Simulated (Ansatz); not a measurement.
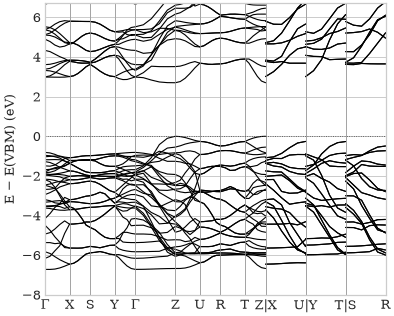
*Band structure from r²SCAN in the plane-wave PAW code Ansatz*

Question: Read off the gap and where the band edges lie.

Answer: About 2.7 eV (2.70 eV by a search for the band edges); maximum at Z, minimum at Z.

The material is Ta$_{2}$O$_{5}$ in space group Pbam (No. 55; Ta on 4g, O on 4h, O on 2a, O on 4g).

The start of the workflow was typed in or built on a structure type; the Crystallography Open Database copy checked does not list it. COD files the formula under space group No. 49, so this cell is another polymorph or a model. Its standing as an ambient phase is unchecked. The cell was relaxed with r²SCAN under the symmetry of its start; whether a distortion lowers the energy is not shown. No spin polarisation was allowed. Spin–orbit coupling is left out wherever it is not named.

Potentials: the earlier of the program's two PAW sets.
